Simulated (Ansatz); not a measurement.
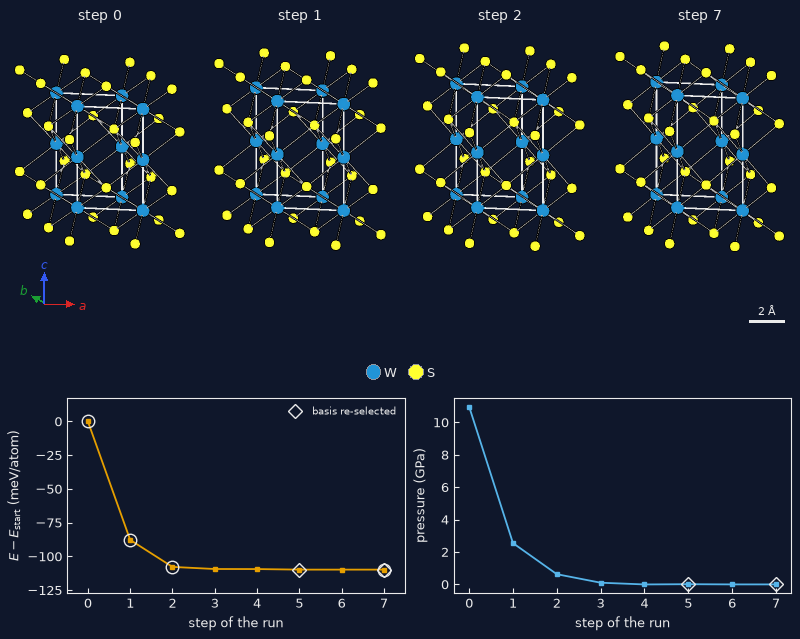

Frames of a relaxation of solid WS (built on the nickel arsenide type), marked on the history of the run. The picture is a ball-and-stick view of the cell of the calculation, seen slightly off an axis.

Method: Ansatz 0.2.0, DFT PBE+U, scalar-relativistic, plane waves, PAW.

Input
```yaml
crystal:
  lattice:
    - [3.8704035356, 0.0, 0.0]
    - [-1.9352017678, 3.3518677848, 0.0]
    - [0.0, 0.0, 5.995106632]
  atoms:
    - { symbol: W, position: [0.0, 0.0, 0.0], spin: 1.64 }
    - { symbol: W, position: [0.0, 0.0, 0.5], spin: 1.64 }
    - { symbol: S, position: [0.3333333333, 0.6666666667, 0.25] }
    - { symbol: S, position: [0.6666666667, 0.3333333333, 0.75] }
basis:
  ecutwfc: 420
kpoints:
  mp_grid: { grid: [12, 12, 8] }
hamiltonian:
  xc: pbe
  hubbard: { sites: [{ species: W, l: d, u_eff: 6.2 }] }
scf:
  occupations: { method: gaussian, width: 0.1 }
output:
  forces: true
  stress: true
  eigenvalues: true
  populations: true
magnetization:
  spin_polarized: true
relax:
  adjacent_minimum: "off"
  f_tol: 0.01
  max_steps: 80
  cell: { stress_tol: 0.05 }
```

Launched with:
```bash
ansatz run input.yaml --threads 1 --pin off --max-ram 2560MiB --backend cpu --events-out ev --progress --plain --runs-dir out
```

> What happens along the run?

No atom moves by more than 0.005 Å relative to the cell. Cell: a = b 3.870 → 3.851 Å (−0.5 %), c 5.995 → 6.636 Å (+10.7 %). Volume +9.6 %. Near-neighbour distances that change, for instance: W1–W2 2.998 → 3.318 Å, W1–S3 2.691 → 2.774 Å. Bond angles that change, for instance: W1–S3–W2 67.7° → 73.5°, S3–W1–S4 88.0° → 92.1°, S3–W1–S3 92.0° → 87.9°. The space group stays P6_3/mmc (No. 194). The energy falls by 110 meV per atom in 5 accepted moves (7 points after the start). All forces vanish by symmetry, so only the cell relaxes. Pressure: 10.98 GPa at the start and 0.00 GPa at the end. The SCF was repeated twice at an unchanged geometry on a basis and grid sized afresh for the cell, which shifted the energy by 0.4 meV per atom at most. The run took 7.9 min on 1 thread of Intel(R) Xeon(R) Processor @ 2.50GHz (Skylake/Cascade Lake), on a shared host, peak memory 0.81 GiB. From step 0 to 1: volume +7.4 %, energy −87.7 meV per atom. From step 1 to 2: volume +1.5 %, energy −20.0 meV per atom. From step 2 to 7: volume +0.5 %, energy −2.0 meV per atom.

```
step  E − E(0), meV/atom  pressure, GPa  volume, Å³/atom                      note
   0                0.00          10.98           19.444                          
   1              -87.74           2.55           20.888                          
   2             -107.72           0.63           21.193                          
   3             -109.28           0.11           21.282                          
   4             -109.32           0.00           21.302                          
   5             -109.74           0.01           21.302  same geometry, new basis
   6             -109.74           0.00           21.303                          
   7             -109.74           0.00           21.303  same geometry, new basis
```
